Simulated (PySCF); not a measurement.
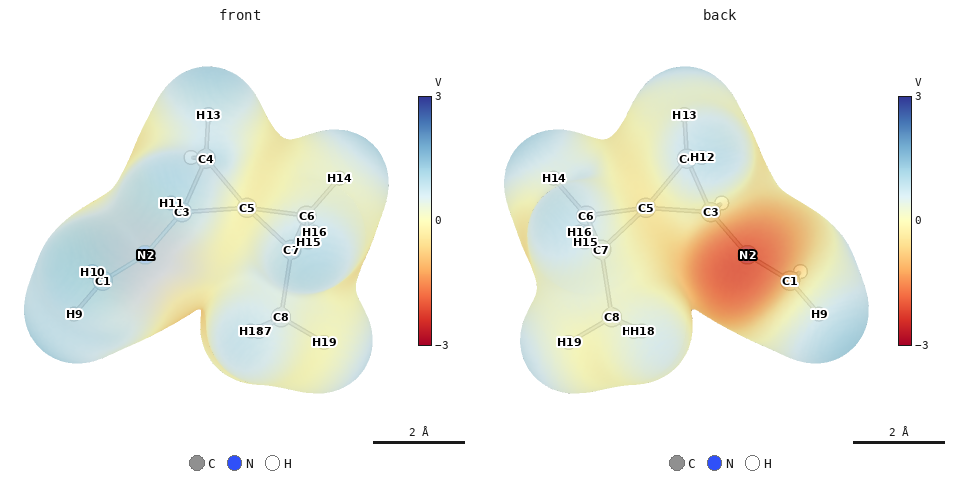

Figure. C7H11N. The electrostatic potential painted on the density surface at 0.004 e/bohr³, seen from the front and from behind; the colour scale runs from red (negative) to blue (positive).

Geometry: PBE0-D3(BJ)/def2-SVP.

These are results of PySCF, CAM-B3LYP/def2-SVPD, SCF density, gas phase, not measurements.

```xyz
19

C     2.2324    0.4264   -1.7147
N     1.2518   -0.2103   -1.2327
C     1.1481   -0.3461    0.1678
C     0.5358   -1.6438    0.6875
C    -0.2170   -0.3847    0.7532
C    -0.9761    0.4170    1.7381
C    -1.5419    0.1336    0.3571
C    -1.6606    1.2311   -0.6654
H     2.3211    0.5414   -2.8038
H     3.0276    0.8835   -1.0923
H     1.9487    0.1030    0.7791
H     0.2558   -2.3710   -0.0796
H     0.9623   -2.0606    1.6049
H    -1.4167   -0.0981    2.5971
H    -0.6368    1.4379    1.9424
H    -2.3445   -0.6135    0.3292
H    -0.8325    1.9496   -0.5672
H    -1.6168    0.8216   -1.6859
H    -2.6067    1.7834   -0.5512
```

Question: Where is the surface potential most negative and most positive?

Answer: The most negative region (about −2.0 V) lies over N2, the most positive (about +1.2 V) over H9 and H10. N2 is the likeliest acceptor of a hydrogen bond.

Question: What dipole moment does the calculation give?

Answer: Its dipole moment is 1.21 D.
